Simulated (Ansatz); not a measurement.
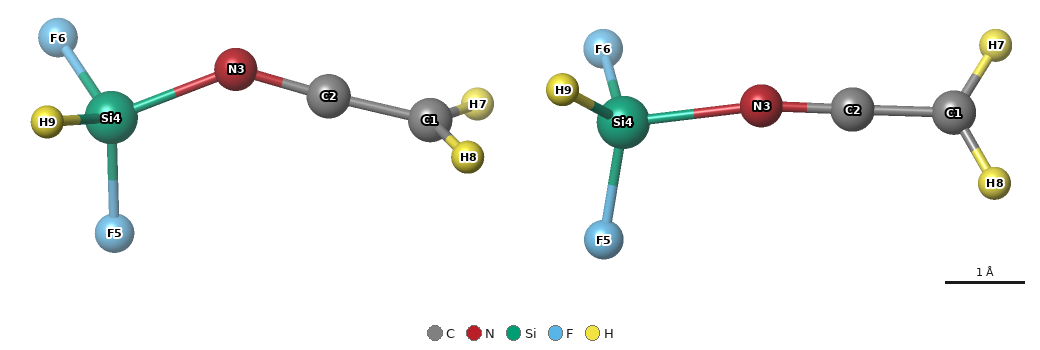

Two geometries of C₂H₃F₂NSi (coarse preliminary run), drawn at one scale. One is the start of a relaxation, the other its converged end. Style: ball-and-stick. Shown from a free direction.

Theory: Ansatz, RKS PBE-D4/def2-SVP. Settings: force threshold 0.03 eV/Å; at most 200 steps.

Which of the two is the end point?

Answer. The left one is the relaxed one. The start comes from a force field. The largest move after the best rigid fit is that of H7, 0.90 Å. By element the largest moves are H 0.90 Å, F 0.52 Å, N 0.47 Å, C 0.18 Å, Si 0.12 Å. Near-neighbour distances that change, for instance: Si4–H9 1.405 → 1.483 Å, C2–N3 1.159 → 1.227 Å, Si4–F5 1.558 → 1.625 Å, N3–Si4 1.795 → 1.729 Å. Bond angles that change, for instance: C2–N3–Si4 163.4° → 140.4°, N3–Si4–F5 108.3° → 112.4°, N3–Si4–F6 103.8° → 107.0°. After 14 accepted moves (16 points after the start) the energy has fallen by 0.593 eV. Largest force component: 5.6 eV/Å at the start, 0.015 eV/Å at the end. The line search rejected the trial steps at points 5, 9 of the run. The run took about 40 core-seconds on a shared host.
